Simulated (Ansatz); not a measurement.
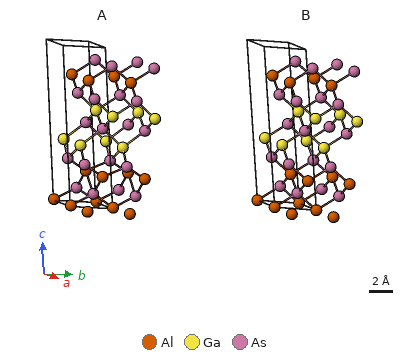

Two geometries of solid Al$_{3}$Ga$_{2}$As$_{5}$ (a generated structure, set up in P1) (coarse preliminary run), drawn at one scale. One is the start of a relaxation, the other its converged end. The picture is a ball-and-stick view of the cell of the calculation, repeated 2 × 2 × 1 with one cell outlined, seen slightly off an axis.

Computed with DFT PBE, scalar-relativistic, plane waves, PAW in Ansatz 0.2.0. (plane-wave cutoff 420 eV; k-point mesh 4 × 4 × 4; occupations gaussian; smearing width 0.1 eV; no spin polarisation; cell and atoms relaxed; force threshold 0.025 eV/Å; at most 60 steps)

> Which geometry has the lower energy?

Structure B is the relaxed one. Over 3 accepted moves (4 points after the start) the energy falls by 148 meV per atom. Largest force component: 3.7 eV/Å at the start, 0.0033 eV/Å at the end. The pressure goes from 2.18 to 0.00 GPa. The SCF was repeated once at an unchanged geometry on a basis and grid sized afresh for the cell, which shifted the energy by 0.1 meV per atom at most. The largest move relative to the cell is that of an Al atom, 0.29 Å along [2 2 −1]. By element the largest moves are Al 0.29 Å, Ga 0.20 Å, As 0.18 Å. The volume changes by +1.5 %, with a 3.938 → 4.081 Å (+3.6 %), b 4.126 → 4.081 Å (−1.1 %), c 14.492 → 14.467 Å (−0.2 %), α 96.2° → 98.1°, β 96.6° → 98.1°, γ 89.7° → 90.0°. Some distances before and after: Al–As 2.206 → 2.479 Å, Al–As 2.740 → 2.483 Å, As–Ga 2.725 → 2.487 Å, Al–As 2.631 → 2.483 Å. Among the angles between lasting bonds that change: As–Al–As 94.3° → 110.5°, Al–As–Al 94.3° → 110.5°, As–Al–As 125.9° → 110.8°. The space group (tolerance 0.01 Å) goes from P1 (No. 1) to I-4m2 (No. 119).
